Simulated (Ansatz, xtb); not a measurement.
# Redistribution: SiH2(CH3)Cl + C3H10Si → CH7ClSi2 + C3H8

Species: SiH2(CH3)Cl ((chlorosilyl)methane), singlet; C3H10Si `CC(C)[SiH3]`, singlet; CH7ClSi2 `[SiH3]C[SiH2]Cl`, singlet; C3H8 (propane) `CCC`, singlet. The partners trade H for SiH3; both sit on C, so the bond types are kept.

Shapes, held fixed at every level: PBE0-D4/def2-TZVP. Flexible molecules stand in one conformer, not always the lowest. Programs: Ansatz 0.2.0, xtb 6.7.1. The zero-point and thermal change to 298 K, harmonic and unscaled (PBE0-D4/def2-TZVP), is +2.4 kJ/mol.

| level | kind | ΔH(298 K) (kJ/mol) | less CCSD(T)/CBS estimate |
| --- | --- | --- | --- |
| GFN0-xTB | semi-empirical | -23.9 | -11.0 |
| B3LYP-D4/def2-TZVPP | global hybrid | -12.3 | +0.6 |
| BHLYP-D4/def2-TZVPP | global hybrid | -14.6 | -1.7 |
| PBE0-D4/def2-TZVPP | global hybrid | -13.1 | -0.2 |
| wB97M-V/def2-TZVPP | range-separated hybrid | -12.0 | +0.9 |
| wB97X-V/def2-TZVPP | range-separated hybrid | -12.5 | +0.4 |
| CCSD/def2-SVP | coupled cluster or CI | -13.4 | -0.5 |
| CCSD(T)/def2-TZVPP | coupled cluster or CI | -13.0 | -0.1 |
| CCSD(T)/CBS estimate | coupled cluster or CI | -12.9 | 0.0 |

The highest level, CCSD(T)/CBS estimate, gives ΔH(298 K) = -12.9 kJ/mol; the levels span -23.9 to -12.0. The column of differences is taken from that level and isn't an error. No measured value is set beside it here. The CBS estimate extrapolates MP2 from def2-TZVPP and def2-QZVPP and adds CCSD(T) − MP2 in the triple-zeta set, cores frozen.

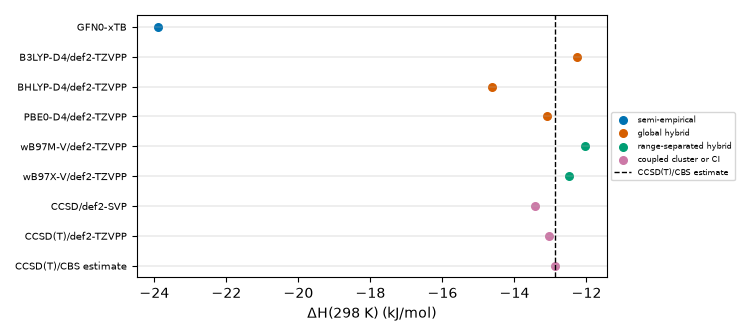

The values of the table, level by level.
